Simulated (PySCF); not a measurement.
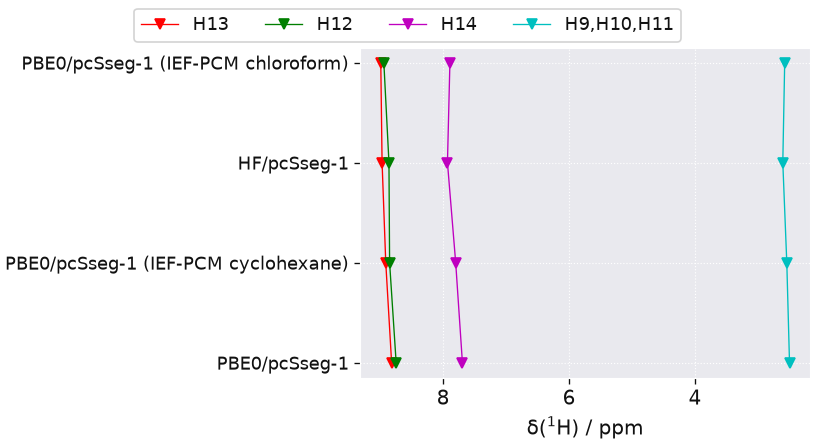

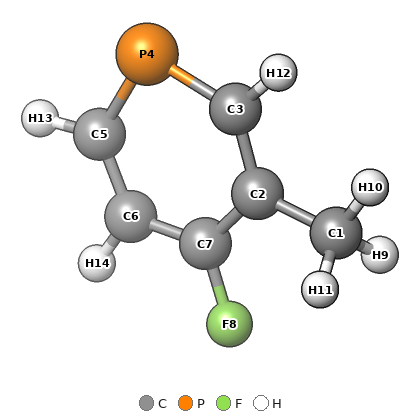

GIAO ¹H shifts of C₆H₆FP, SMILES Cc1cpccc1F at several levels, one geometry, PySCF, at a PBE0-D3(BJ)/def2-SVP geometry (no frequency check); values of one conformer, averaged over methyl-type rotors and exact or near symmetry; each against TMS at the same level.

How much does each signal move over these levels?

Answer.
| atoms | lowest | highest | spread (ppm) |
| --- | --- | --- | --- |
| H13 | 8.82 | 8.99 | 0.17 |
| H12 | 8.75 | 8.94 | 0.20 |
| H14 | 7.70 | 7.93 | 0.24 |
| H9, H10, H11 | 2.50 | 2.61 | 0.11 |

Do all levels give the signals in the same order?

Answer. Yes, the order of the signals is the same at every level.
